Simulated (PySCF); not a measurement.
**SiF2 (SMILES F[Si]F) at 4 levels**

Wanted: a comparison of 4 runs (wB97X-V/STO-6G, MP2/STO-6G, UCCSD(T)/STO-6G, FCI/STO-6G) of SiF2. Input form: a Python script.

The results are computed with PySCF 2.14.0.

8 further runs of the same task are left out: 8 set aside as unsound or not needed.

## Step 1: The structure to begin with

SiF2 has 3 atoms, charge 0, and is taken as a singlet. SMILES: `F[Si]F`. One bond was lengthened or shortened from a relaxed shape.

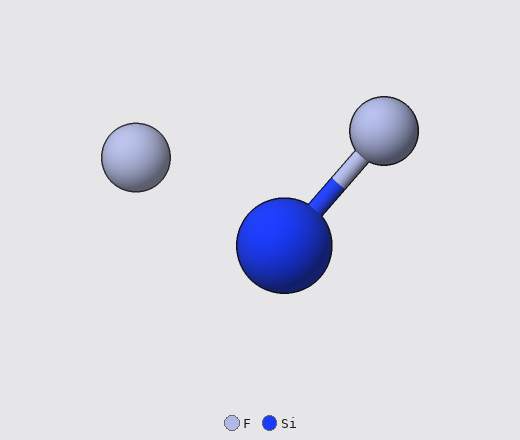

The structure, seen from a chosen angle (fluorine light blue, silicon blue).

## Step 2: The energy at wB97X-V/STO-6G (run 1)

The input, run.py:

```python
from pyscf import gto, dft

mol = gto.M(
    atom='''
F   -0.038387   1.477585   0.143246
Si  -0.799587   0.184385  -0.416254
F    0.428600  -1.200400   0.100700
''',
    verbose=3,
    basis='sto-6g',
    max_memory=1860,
    spin=0,
)

ks = dft.RKS(mol)
ks.xc = 'wb97x-v'
ks.nlcgrids.level = 1
ks.grids.level = 5
ks.conv_tol = 1e-10
ks.kernel()
if not ks.converged:
    ks = ks.newton().run(ks.mo_coeff, ks.mo_occ)

e_tot = ks.e_tot
print('E(%s) = %.9f' % ('WB97X-V', e_tot))
```

On the command line:

```bash
$ OMP_NUM_THREADS=1 python run.py
```

The log of the run:

```text
converged SCF energy = -486.949063821467
E(WB97X-V) = -486.949063821
```

Wall time 12 s (1 thread of Intel Xeon 6975P-C (Granite Rapids), shared host); peak memory 0.2 GiB.

## Step 3: The energy at MP2/STO-6G (run 2)

The input, job.py:

```python
from pyscf import gto, mp

mol = gto.M(
    atom='''
F   -0.038387   1.477585   0.143246
Si  -0.799587   0.184385  -0.416254
F    0.428600  -1.200400   0.100700
''',
    verbose=3,
    max_memory=1860,
    charge=0,
    basis='sto-6g',
)

mf = mol.RHF()
mf.conv_tol = 1e-10
mf.kernel()
if not mf.converged:
    mf = mf.newton().run(mf.mo_coeff, mf.mo_occ)

pt = mp.MP2(mf, frozen=7).run()
etot = pt.e_tot
print('E = %.10f Eh' % etot)
```

On the command line:

```bash
$ OMP_NUM_THREADS=1 python job.py
```

The log of the run:

```text
converged SCF energy = -485.76666650225
E(RMP2) = -485.842963790731  E_corr = -0.0762972884817008
E(SCS-RMP2) = -485.846499643871  E_corr = -0.0798331416208377
E = -485.8429637907 Eh
```

Run time: 0.54 s. Hardware: 1 thread of Intel Xeon 6975P-C (Granite Rapids), shared host; peak memory 0.12 GiB.

## Step 4: The energy at UCCSD(T)/STO-6G (run 3)

The input, calc.py:

```python
from pyscf import gto, scf, cc

molecule = gto.Mole()
molecule.atom = '''
F   -0.038387   1.477585   0.143246
Si  -0.799587   0.184385  -0.416254
F    0.428600  -1.200400   0.100700
'''
molecule.verbose = 3
molecule.basis = 'sto-6g'
molecule.charge = 0
molecule.max_memory = 1860
molecule.build()

mf = scf.UHF(molecule)
mf.conv_tol = 1e-10
mf.kernel()
if not mf.converged:
    mf = mf.newton().run(mf.mo_coeff, mf.mo_occ)
for _ in range(3):
    mo, _, stable, _ = mf.stability(return_status=True)
    if stable:
        break
    mf.kernel(mf.make_rdm1(mo, mf.mo_occ))

mycc = cc.CCSD(mf, frozen=7)
mycc.kernel()
e_t = mycc.ccsd_t()
energy = mycc.e_tot + e_t
print('E(%s) = %.9f' % ('CCSD(T)', energy))
```

On the command line:

```bash
$ OMP_NUM_THREADS=1 python calc.py
```

The log of the run:

```text
converged SCF energy = -485.766666502249  <S^2> = 1.2260415e-11  2S+1 = 1
<class 'pyscf.scf.uhf.UHF'> wavefunction is stable in the internal stability analysis
E(UCCSD) = -485.8604982468901  E_corr = -0.09383174464158313
UCCSD(T) correction = -0.00999748194216552
E(CCSD(T)) = -485.870495729
```

Wall time 0.68 s (1 thread of Intel Xeon 6975P-C (Granite Rapids), shared host); peak memory 0.12 GiB.

## Step 5: The energy at FCI/STO-6G (run 4)

The input, job.py:

```python
from pyscf import gto, scf, mcscf
from pyscf import fci

molecule = gto.Mole()
molecule.atom = 'F -0.038387 1.477585 0.143246; Si -0.799587 0.184385 -0.416254; F 0.428600 -1.200400 0.100700'
molecule.charge = 0
molecule.spin = 0
molecule.basis = 'sto-6g'
molecule.max_memory = 1860
molecule.verbose = 3
molecule.build()

mf = scf.RHF(molecule)
mf.conv_tol = 1e-10
mf.kernel()
if not mf.converged:
    mf = mf.newton().run(mf.mo_coeff, mf.mo_occ)

cas = mcscf.CASCI(mf, mf.mo_coeff.shape[-1] - 7, (molecule.nelec[0] - 7, molecule.nelec[1] - 7))  # full CI above the frozen core
cas.fcisolver = fci.direct_spin0.FCI(molecule)  # even spin states alone
cas.kernel()
print('<S^2> = %.4f' % cas.fcisolver.spin_square(cas.ci, cas.ncas, cas.nelecas)[0])
e_tot = cas.e_tot
print('E(%s) = %.9f' % ('FCI', e_tot))
```

On the command line:

```bash
$ OMP_NUM_THREADS=1 python job.py
```

The log of the run:

```text
converged SCF energy = -485.76666650225
CASCI E = -485.873007712187  E(CI) = -77.2172936190490  S^2 = 0.0000000
<S^2> = 0.0000
E(FCI) = -485.873007712
```

Wall time 0.86 s (1 thread of Intel Xeon 6975P-C (Granite Rapids), shared host); peak memory 0.13 GiB.

## Step 6: Overview of the runs

```
run            level  integration grid  nlc grid  energy (Eh)  dipole moment (D) of the reference  HOMO energy (eV)  LUMO energy (eV)  wall time
  1   wB97X-V/STO-6G                 5         1  -486.949064                                1.25             -5.63              4.57       12 s
  2       MP2/STO-6G                 –         –  -485.842964                                1.84             -6.87              5.82     0.54 s
  3  UCCSD(T)/STO-6G                 –         –  -485.870496                                1.84             -6.87              5.82     0.68 s
  4       FCI/STO-6G                 –         –  -485.873008                                1.84             -6.87              5.82     0.86 s
```

## Step 7: Outcome

| quantity | value |
| --- | --- |
| run 4: total energy | -485.87301 Eh |
| run 4: dipole moment (Hartree–Fock density) | 1.84 D |
| run 4: HOMO energy (Hartree–Fock orbitals) | -6.87 eV |
| run 4: LUMO energy (Hartree–Fock orbitals) | 5.82 eV |
| run 4: HOMO–LUMO gap (Hartree–Fock orbitals) | 12.69 eV |
| run 4: correlation energy (7 core orbitals frozen) | -106.3 mEh |

Against full CI in this basis: MP2 +30.0 mEh; UCCSD(T) +2.5 mEh. In runs 1, 2, 3, 4 the basis is minimal, so the values are rough. All runs together took 14 s, the longest 12 s.
